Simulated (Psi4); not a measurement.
# [NO2]− (nitrite): a chain of runs

We compute a geometry optimisation (B3LYP/def2-SVP), then vibrational wavenumbers, then the energy (MP2-F12/cc-pVDZ-F12) of [NO2]− (nitrite). 

The calculation is run with Psi4 1.11.

## Step 1: The system as given

The species is [NO2]− (3 atoms), meant as a singlet with charge -1. SMILES: `O=N[O-]`. The coordinates come from a PBE0-D4/def2-TZVPD relaxation. The run starts from this shape.

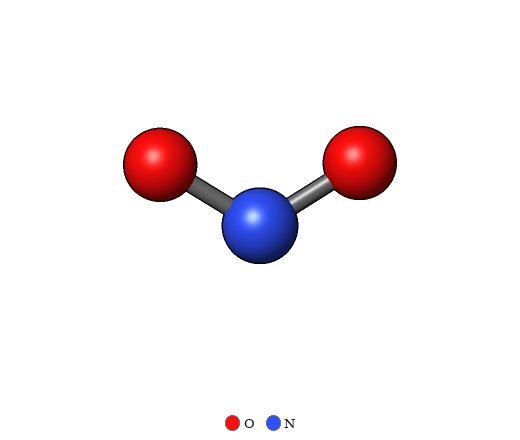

Viewed from a chosen angle; oxygen red, nitrogen blue.

## Step 2: A structure relaxation at B3LYP/def2-SVP (density fitting) (run 1)

no2.xyz

```xyz
3
NO2
O      0.322840     0.992650     0.287620
N      0.325750    -0.245400     0.151990
O     -0.648590    -0.747260    -0.439610
```

run.py

```python
import psi4

psi4.set_memory('1600 MB')
psi4.set_num_threads(1)
psi4.set_output_file('output.dat', False)

with open('no2.xyz') as f:
    atoms = ''.join(f.readlines()[2:])
geom = psi4.geometry('-1 1\n' + atoms + 'symmetry c1')

psi4.set_options({
    'basis': 'def2-SVP',
    'reference': 'rks',
    'geom_maxiter': 60,
})

energy_value, wavefunction = psi4.optimize('B3LYP', molecule=geom, return_wfn=True)
print(f'total energy {energy_value:.8f} hartree = {energy_value * 27.211386:.5f} eV')
print(geom.to_string(dtype='xyz', units='Angstrom'))
for k, v in sorted(psi4.core.scalar_variables().items()):
    print(f'{k:45s} {v:18.10f}')
```

On the command line:

```
$ python run.py
```

output.dat:

```text
[...]
  Running in c1 symmetry.
[...]
  Nuclear repulsion =   63.552463700874910
[...]
  Multiplicity = 1
[...]
  Nalpha       = 12
  Nbeta        = 12
[...]
    Number of basis functions: 42
[...]
   @DF-RKS iter   1:  -204.80412803880159   -2.85706e-01   1.55966e-02 ADIIS/DIIS
[...]
   @DF-RKS iter   7:  -204.96417008280412   -1.64846e-12   7.52017e-09 DIIS
[...]
  @DF-RKS Final Energy:  -204.96417008280412
   => Energetics <=
    Nuclear Repulsion Energy =             62.9468733684388866
    One-Electron Energy =                -413.3461723783692605
    Two-Electron Energy =                 165.0905115103538208
    DFT Exchange-Correlation Energy =     -19.6553825832275848
    Empirical Dispersion Energy =           0.0000000000000000
    VV10 Nonlocal Energy =                  0.0000000000000000
    Total Energy =                       -204.9641700828041166
[...]
  -Total Gradient:
     Atom            X                  Y                   Z
    ------   -----------------  -----------------  -----------------
       1        0.000000965985     0.000006097111     0.000000000000
       2        0.000002432150    -0.000001394916     0.000000000000
       3       -0.000005593429    -0.000003192931     0.000000000000
[...]
    Final optimized geometry and variables:
    Molecular point group: c1
    Full point group: Cs
    Geometry (in Angstrom), charge = -1, multiplicity = 1:
    O            0.439413563301     0.995489879491     0.000000000000
    N            0.379930750144    -0.261167695213     0.000000000000
    O           -0.772031682082    -0.766845297721    -0.000000000000
[...]
```

On the terminal:

```text
Optimizer: Optimization complete!
total energy -204.96417008 hartree = -5577.35915 eV
3
-1 1 NO2
O                     0.439413563301     0.995489879491     0.000000000000
N                     0.379930750144    -0.261167695213     0.000000000000
O                    -0.772031682082    -0.766845297721     0.000000000000

CURRENT ENERGY                                   -204.9641700828
CURRENT REFERENCE ENERGY                         -204.9641700828
DD SOLVATION ENERGY                                 0.0000000000
DFT FUNCTIONAL TOTAL ENERGY                      -204.9641700828
DFT TOTAL ENERGY                                 -204.9641700828
DFT VV10 ENERGY                                     0.0000000000
DFT XC ENERGY                                     -19.6553825832
GRID ELECTRONS ALPHA                               11.9999983437
GRID ELECTRONS BETA                                11.9999983437
GRID ELECTRONS TOTAL                               23.9999966875
NUCLEAR REPULSION ENERGY                           62.9468733684
ONE-ELECTRON ENERGY                              -413.3461723784
OPTIMIZATION ITERATIONS                             5.0000000000
PCM POLARIZATION ENERGY                             0.0000000000
PE ENERGY                                           0.0000000000
SCF ITERATION ENERGY                             -204.9641700828
SCF ITERATIONS                                      7.0000000000
SCF TOTAL ENERGY                                 -204.9641700828
TWO-ELECTRON ENERGY                               165.0905115104
XC GRID RADIAL POINTS                              75.0000000000
XC GRID SPHERICAL POINTS                          302.0000000000
XC GRID TOTAL POINTS                            63441.0000000000
```

It took 6.6 s on 1 thread of Intel Xeon 6975P-C (Granite Rapids), shared host; peak memory 0.3 GiB.

The path in brief:

| step | energy from the first frame kept (eV) | largest force (eV/Å) |
| --- | --- | --- |
| 0 | 0.0000 | 0.9409 |
| 1 | -0.0105 | 0.1914 |
| 2 | -0.0107 | 0.0713 |
| 3 | -0.0109 | 0.0214 |
| 4 | -0.0109 | 0.0003 |

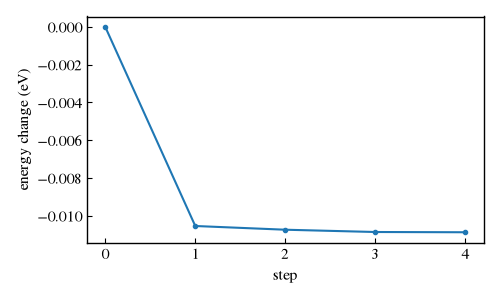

Energy along the run.

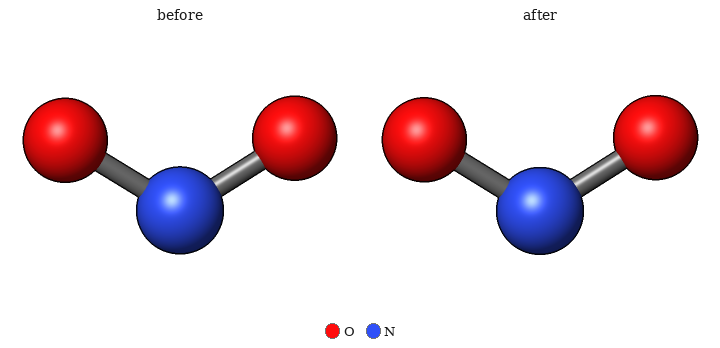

Before and after, at one scale.

After the run. Bond lengths: O1–N2 1.258 Å, N2–O3 1.258 Å. Angles: O1–N2–O3 116.4°.

## Step 3: Vibrational wavenumbers at B3LYP/def2-SVP (density fitting) (run 2)

job.py

```python
import psi4

psi4.set_memory('1600 MB')
psi4.set_num_threads(1)
psi4.core.set_output_file('output.dat', False)

m = psi4.geometry("""
-1 1
O
N 1 1.258064
O 2 1.258065 1 116.41006
units angstrom
""")

psi4.set_options({
    'basis': 'def2-SVP',
    't': 298.15,
    'rotational_symmetry_number': 2,
})

e_tot = psi4.frequency('b3lyp')
print(f'b3lyp energy: {e_tot:.10f} Eh')
for k in ('ZPVE', 'ENTHALPY', 'GIBBS FREE ENERGY'):
    print(f'{k}: {psi4.variable(k):.8f} Eh')
```

On the command line:

```
$ python job.py
```

output.dat:

```text
[...]
  Running in cs symmetry.
[...]
  Nuclear repulsion =   62.946887153956311
[...]
  Multiplicity = 1
[...]
  Nalpha       = 12
  Nbeta        = 12
[...]
    Number of basis functions: 42
[...]
   @DF-RKS iter   1:  -204.80403608343906   -3.32849e-01   2.03435e-02 DIIS/ADIIS
[...]
  Running in c1 symmetry.
[...]
   @DF-RKS iter  10:  -204.96417008276086   -3.04112e-12   5.83774e-09 DIIS
[...]
  @DF-RKS Final Energy:  -204.96417008276086
   => Energetics <=
    Nuclear Repulsion Energy =             62.9468778394316359
    One-Electron Energy =                -413.3461802715980866
    Two-Electron Energy =                 165.0905147966515472
    DFT Exchange-Correlation Energy =     -19.6553824472459482
    Empirical Dispersion Energy =           0.0000000000000000
    VV10 Nonlocal Energy =                  0.0000000000000000
    Total Energy =                       -204.9641700827608588
[...]
  -Total Gradient:
     Atom            X                  Y                   Z
    ------   -----------------  -----------------  -----------------
       1       -0.000000424006     0.000005675781     0.000000001879
       2       -0.000003170947    -0.000000885693    -0.000000003735
       3        0.000005859154    -0.000003385746     0.000000004840
[...]
  ==> Harmonic Vibrational Analysis <==
[...]
  Freq [cm^-1]                 821.4643           1398.2931           1404.9918
[...]
  IR activ [km/mol]            11.0614             419.5202            22.3154
[...]
  Total E_0, Enthalpy at 0 [K]                                                         -204.95591230 [Eh]
[...]
  Total H, Enthalpy at  298.15 [K]                                                     -204.95204836 [Eh]
[...]
  Total G, Gibbs energy at  298.15 [K]                                                 -204.97891986 [Eh]
[...]
```

The script printed:

```text
b3lyp energy: -204.9641700827 Eh
ZPVE: 0.00825779 Eh
ENTHALPY: -204.95204836 Eh
GIBBS FREE ENERGY: -204.97891986 Eh
```

Run time: 15 s. Hardware: 1 thread of Intel Xeon 6975P-C (Granite Rapids), shared host; peak memory 0.3 GiB.

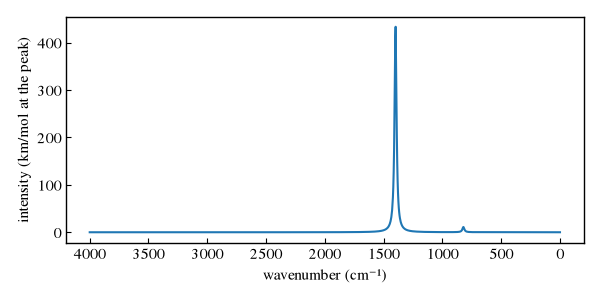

Harmonic infrared spectrum, unscaled, lines broadened by 10 cm⁻¹.

## Step 4: A single-point energy at MP2-F12/cc-pVDZ-F12 (density fitting, density fitting for correlation) (run 3)

input.dat

```
memory 1600 MB

molecule geom {
  -1 1
  O      0.324519     1.001452     0.289519
  N      0.330950    -0.249320     0.154416
  O     -0.654821    -0.752630    -0.443633
  units angstrom
}

set {
  freeze_core true
}

energy('mp2-f12/cc-pVDZ-F12')
print_variables()
```

On the command line:

```
$ psi4 -n 1 input.dat output.dat
```

output.dat:

```text
[...]
  Running in cs symmetry.
[...]
  Nuclear repulsion =   62.946884752385138
[...]
  Multiplicity = 1
[...]
  Nalpha       = 12
  Nbeta        = 12
[...]
    Number of basis functions: 90
[...]
   @DF-RHF iter   1:  -204.04883384686627   -9.09390e-01   7.90513e-03 ADIIS/DIIS
[...]
   @DF-RHF iter  13:  -204.15743768897755   -1.19371e-12   2.72684e-09 DIIS
[...]
    Orbital Energies [Eh]
    ---------------------
    Doubly Occupied:
       1Ap   -20.325583     2Ap   -20.325535     3Ap   -15.502667
       4Ap    -1.278200     5Ap    -1.079802     6Ap    -0.620248
       7Ap    -0.435220     8Ap    -0.429555     1App   -0.387459
       9Ap    -0.213625     2App   -0.188944    10Ap    -0.159296
[...]
  @DF-RHF Final Energy:  -204.15743768897755
   => Energetics <=
    Nuclear Repulsion Energy =             62.9468847523851380
    One-Electron Energy =                -412.3163760899234376
    Two-Electron Energy =                 145.2120536485607545
    Total Energy =                       -204.1574376889775522
[...]
 Multipole Moments:
 ------------------------------------------------------------------------------------
     Multipole            Electronic (a.u.)      Nuclear  (a.u.)        Total (a.u.)
 ------------------------------------------------------------------------------------
 L = 1.  Multiply by 2.5417464519 to convert [e a0] to [Debye]
 Dipole X            :          0.2276646           -0.0027017            0.2249629
 Dipole Y            :         -0.1564933            0.0018572           -0.1546361
 Dipole Z            :          0.0000000            0.0000000            0.0000000
 Magnitude           :                                                    0.2729846
[...]
```

Run time: 14 s. Hardware: 1 thread of Intel Xeon 6975P-C (Granite Rapids), shared host; peak memory 1.4 GiB.

## Step 5: Outcome

```
                                                                         quantity             value
                                   run 1, B3LYP/def2-SVP: total energy at the end     -204.96417 Eh
                                               run 1, B3LYP/def2-SVP: HOMO energy           1.62 eV
                                               run 1, B3LYP/def2-SVP: LUMO energy           6.70 eV
     run 1, B3LYP/def2-SVP: HOMO–LUMO gap (to an unbound level, set by the basis)           5.08 eV
                                run 2, B3LYP/def2-SVP: lowest harmonic wavenumber          821 cm⁻¹
                               run 2, B3LYP/def2-SVP: highest harmonic wavenumber         1405 cm⁻¹
                                         run 2, B3LYP/def2-SVP: zero-point energy       21.7 kJ/mol
 run 2, B3LYP/def2-SVP: ideal-gas entropy at 298.15 K (symmetry number 2 as used)  56.6 cal/(mol K)
                                         run 3, MP2-F12/cc-pVDZ-F12: total energy     -204.95078 Eh
                  run 3, MP2-F12/cc-pVDZ-F12: HOMO energy (Hartree–Fock orbitals)          -4.33 eV
                  run 3, MP2-F12/cc-pVDZ-F12: LUMO energy (Hartree–Fock orbitals)           7.03 eV
run 3, MP2-F12/cc-pVDZ-F12: HOMO–LUMO gap (to an unbound level, set by the basis)          11.37 eV
          run 3, MP2-F12/cc-pVDZ-F12: correlation energy (3 core orbitals frozen)        -782.5 mEh
```

The optimisation (run 1, B3LYP/def2-SVP) took 5 steps and changed the energy by -0.011 eV. The HOMO (run 1, B3LYP/def2-SVP) lies at positive energy, 1.62 eV, from the functional's self-interaction, a short basis or an electron that isn't bound; only total energies against the neutral tell. All 3 modes (run 2, B3LYP/def2-SVP) are real, so the shape is a minimum at this level.
